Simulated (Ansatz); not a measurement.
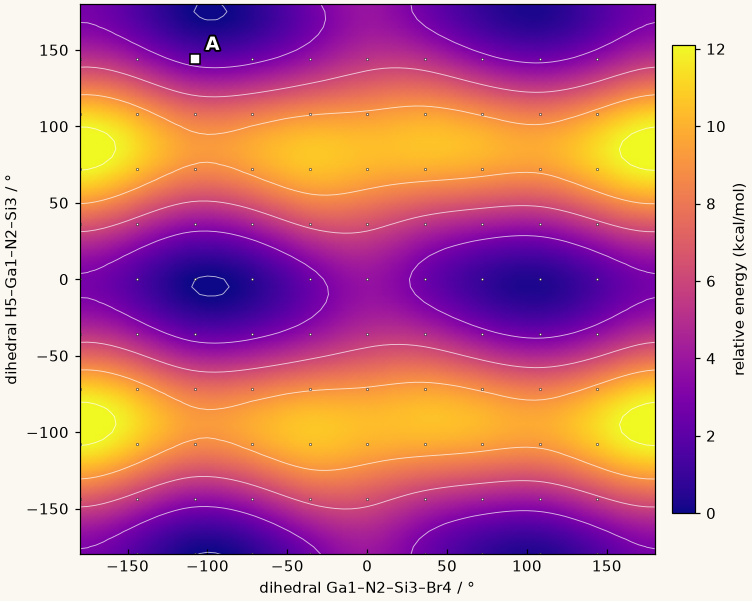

BrGaH₅NSi, SMILES [GaH2][NH][SiH2]Br. 
- The first coordinate is: dihedral Ga1–N2–Si3–Br4; the second: dihedral H5–Ga1–N2–Si3.
- Nothing is relaxed (all other coordinates rigid).
- The grid has 10 × 10 points.
- Energies are in kcal/mol, from the lowest grid point.
- The calculation used RHF/def2-SVP (Ansatz 0.2.0).

The picture shows a smooth colour map with a few white contour lines, dots at the grid points, the point A. Between grid points the surface is interpolated.

Is A at rest? If not, where is it pushed?

A, at dihedral Ga1–N2–Si3–Br4 = −108°, dihedral H5–Ga1–N2–Si3 = 144°, is not a stationary point. The computed force is 0.025 kcal/mol for each degree towards larger values of dihedral Ga1–N2–Si3–Br4 and 0.14 kcal/mol for each degree towards larger values of dihedral H5–Ga1–N2–Si3.
